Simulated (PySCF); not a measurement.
**SiPb (triplet): density, localisation and related maps**

```xyz
2

Si    0.0000    0.0000   -2.2873
Pb    0.0000    0.0000    0.3077
```

Core potentials replace the inner electrons of Pb.

Level of theory: PBE0/def2-SVP, non-relativistic Hamiltonian with scalar-relativistic core potentials where named, at a bond length of 2.595 Å in PySCF.

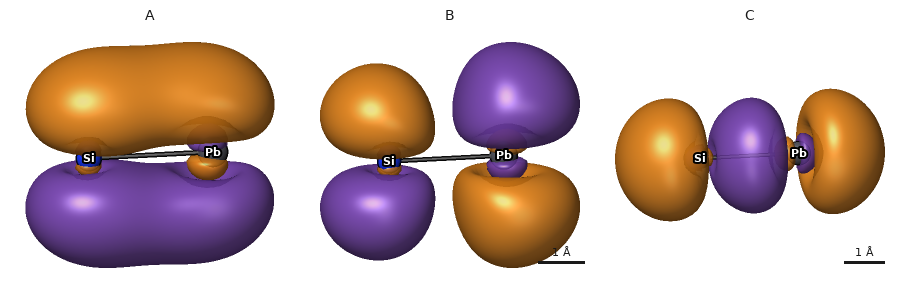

Figure 1. Three frontier α-spin orbitals, each drawn at the value that holds 80 % of its norm (orange and purple are the two phases), in no order; of a degenerate pair one member is drawn.

### Name the orbitals and rank them from lowest to highest energy.

Orbital A: π, occupied in this spin, −5.80 eV; bonding, with no node between the atoms.
Orbital C: σ, occupied in this spin, −5.53 eV; shared between the atoms (Si 55 %, Pb 45 %).
Orbital B: π, empty in this spin, −2.29 eV; antibonding, with a node between the atoms.

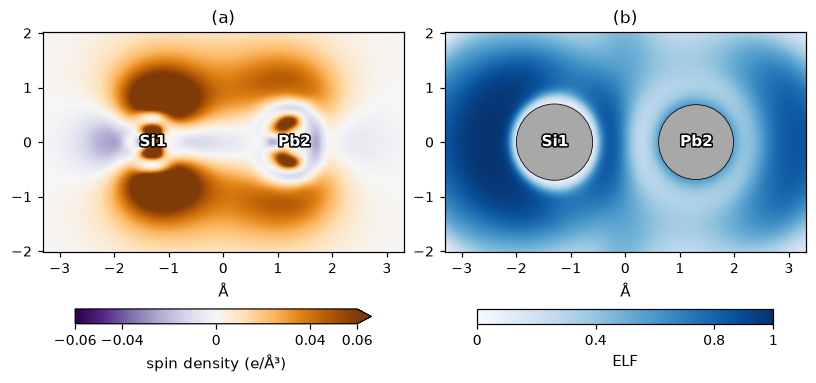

Figure 2. (a) spin density; (b) electron localisation function on a plane that holds the molecular axis. Grey discs cover the atomic cores in the ELF map.

### What does the map show?

The plane passes through Si and Pb nuclei.
Si–Pb (2.59 Å): the ELF peaks at about 0.85 in the valence shell of Si, 1.0 Å from its nucleus, and drops to about 0.25 between the two atoms.
The ELF also peaks beside Si1, away from the bonds: non-bonding electrons, paired or unpaired.
The unpaired spin (2 electrons) lies mostly on Si1 (about 1.1) and Pb2 (about 0.9), in electrons by Hirshfeld's partition.

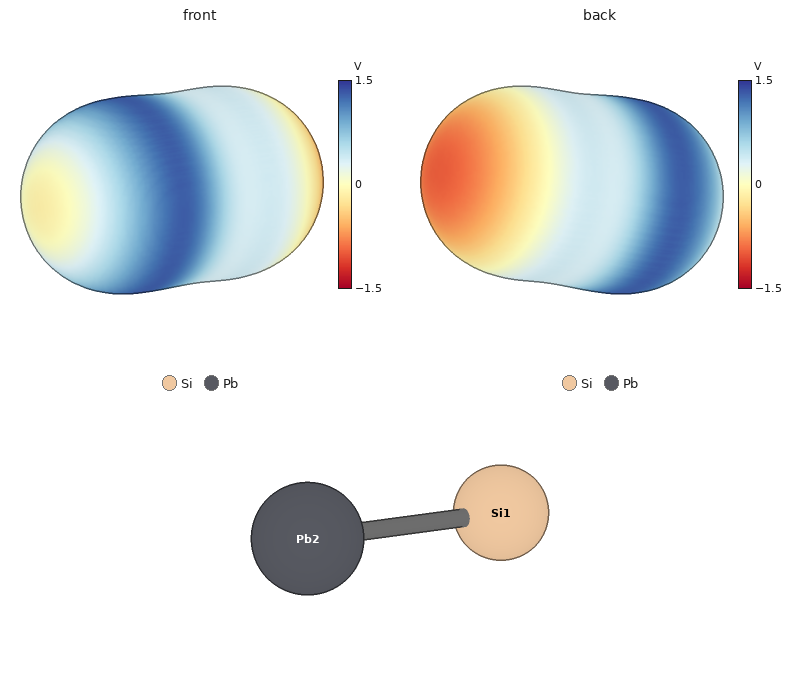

Figure 3. The molecular electrostatic potential painted on the density surface at 0.002 e/bohr³, seen from the front and from behind; red is negative and blue positive. The bare structure is drawn below in the same view.

### Where is the surface potential most negative and most positive?

The most negative region (about −1.0 V) lies over Si1, the most positive (about +1.3 V) over Pb2.
